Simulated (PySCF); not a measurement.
Excited-state calculation of GeSi2H7F (charge +4)

System: GeSi2H7F, charge +4.
Method: TDA B97-D/def2-SVPD, vertical, gas phase, core orbitals frozen in the response (PySCF 2.14.0).

The run did not end well. The geometry comes from this level: GFN2-xTB.

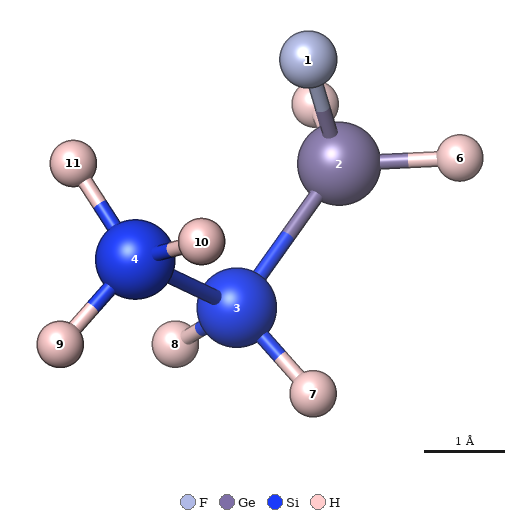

Figure 1. The structure (ball-and-stick view, seen at a tilt; atoms are numbered from 1 in the order of the input). Sticks mark near contacts. Bond lengths as drawn: F–Ge 1.78 Å, Ge–H 1.53 Å, Ge–Si 2.36 Å, H–Si 1.46 to 1.47 Å and Si–Si 2.33 Å.

Input file:
```
{"job": {"kind": "uv", "xc": "B97-D", "basis": "def2-SVPD", "nstates": 25, "ntriplets": 2, "tda": true, "scf": {"max_cycle": 73}}, "charge": 4, "multiplicity": 1}
F      1.130656     1.533229     1.350476
Ge     1.896554     0.369787     0.234753
Si     0.058075    -0.789208    -0.695416
Si    -1.961251     0.035190     0.111445
H      2.751776     1.362015    -0.547418
H      2.879622    -0.250056     1.223061
H      0.305743    -2.209680    -0.405214
H      0.229619    -0.681713    -2.151696
H     -3.080812    -0.546885    -0.637320
H     -2.155598    -0.308852     1.521704
H     -2.048961     1.488843    -0.030339
```

The first line tells a small driver script what to run in PySCF; the rest is the geometry in Å.

Hardware: 1 CPU thread, shared host.

Launch command:
```bash
OMP_NUM_THREADS=1 python <driver script> task.json out
```

Log:
```
final grid: 86104 points
cycle   1  E = -2757.1449248077  dE =  2.649e+00  |g| = 1.170e+00  |ddm| = 3.568e+00
cycle   2  E = -2745.8183025311  dE =  1.133e+01  |g| = 4.951e+00  |ddm| = 8.096e+00
cycle   3  E = -2756.0869727130  dE = -1.027e+01  |g| = 1.549e+00  |ddm| = 6.357e+00
cycle   4  E = -2755.3743662550  dE =  7.126e-01  |g| = 2.624e+00  |ddm| = 3.754e+00
cycle   5  E = -2756.8860191555  dE = -1.512e+00  |g| = 1.315e+00  |ddm| = 1.257e+00
cycle   6  E = -2756.4925561949  dE =  3.935e-01  |g| = 1.069e+00  |ddm| = 2.895e+00
cycle   7  E = -2757.5152478882  dE = -1.023e+00  |g| = 6.092e-01  |ddm| = 2.577e+00
cycle   8  E = -2757.4779786088  dE =  3.727e-02  |g| = 6.874e-01  |ddm| = 1.984e+00
cycle   9  E = -2757.5318145873  dE = -5.384e-02  |g| = 5.639e-01  |ddm| = 1.963e+00
cycle  10  E = -2757.5854162336  dE = -5.360e-02  |g| = 5.626e-01  |ddm| = 2.770e+00
[... 53 cycles left out ...]
cycle  64  E = -2757.0954989112  dE = -1.416e+00  |g| = 8.064e-01  |ddm| = 1.535e+00
cycle  65  E = -2757.3125071707  dE = -2.170e-01  |g| = 8.199e-01  |ddm| = 2.548e+00
cycle  66  E = -2756.8825961118  dE =  4.299e-01  |g| = 9.976e-01  |ddm| = 2.204e+00
cycle  67  E = -2757.4495214023  dE = -5.669e-01  |g| = 7.024e-01  |ddm| = 2.022e+00
cycle  68  E = -2757.4337246394  dE =  1.580e-02  |g| = 6.880e-01  |ddm| = 2.506e+00
cycle  69  E = -2757.6106502943  dE = -1.769e-01  |g| = 4.736e-01  |ddm| = 2.105e+00
cycle  70  E = -2757.6269050500  dE = -1.625e-02  |g| = 4.947e-01  |ddm| = 1.195e+00
cycle  71  E = -2757.5453843262  dE =  8.152e-02  |g| = 5.865e-01  |ddm| = 6.671e-01
cycle  72  E = -2757.6431305144  dE = -9.775e-02  |g| = 4.763e-01  |ddm| = 5.800e-01
cycle  73  E = -2757.5345869229  dE =  1.085e-01  |g| = 6.649e-01  |ddm| = 7.215e-01
SCF not converged, last energy = -2757.5345869229
```

Outcome:

- outcome: not converged
- total energy: −2757.534587 hartree
- HOMO: −29.50 eV
- LUMO: −29.25 eV
- wall time: 2 min
- peak memory: 0.66 GiB

What went wrong:

Some settings of this run were drawn to be unusual or wrong. The run did not converge. At least one of its steps failed, so the values that rest on that step are not results. Spin–orbit coupling is left out, which matters for the heavy atoms.
